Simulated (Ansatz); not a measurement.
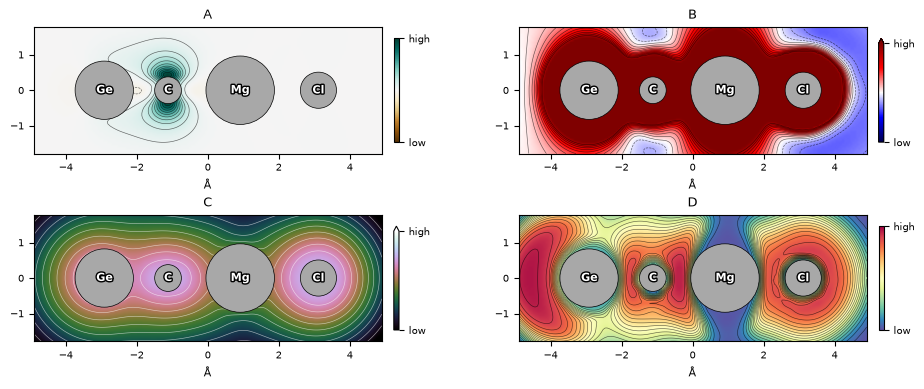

CClGeMg (SMILES [Cl][Mg][C]#[Ge]) (doublet): 4 fields on a plane that holds the molecular axis, with unlabelled colour scales. Grey discs cover the atomic cores.

Geometry: B3LYP-D3(BJ)/6-311G**.

Theory: isolated molecule in a Gaussian basis; Kohn-Sham density functional theory, functional PBE0 in Ansatz.

```yaml
atoms:
  - { symbol: C, position_ang: [0.0000, 0.0000, -1.1180] }
  - { symbol: Cl, position_ang: [0.0000, 0.0000, 3.1185] }
  - { symbol: Ge, position_ang: [0.0000, 0.0000, -2.9147] }
  - { symbol: Mg, position_ang: [0.0000, 0.0000, 0.9142] }
```

The panels show electron density, electron localisation function, electrostatic potential and spin density in some order. Assign them.

Answer. Panel A: spin density (confined to the atoms that carry the unpaired spin). Panel B: electrostatic potential (strongly positive close to the atoms, with negative regions outside electron-rich atoms). Panel C: electron density. Panel D: electron localisation function. From the grid: C–Ge (1.80 Å): the density is about 1.1 e/Å³ at the midpoint; the ELF peaks at about 0.90 in the valence shell of C, 0.7 Å from its nucleus, and is about 0.50 at the midpoint. C–Mg (2.03 Å): the density is about 0.51 e/Å³ at the midpoint; the ELF peaks at about 0.95 in the valence shell of C, 0.7 Å from its nucleus, and is about 0.60 at the midpoint.
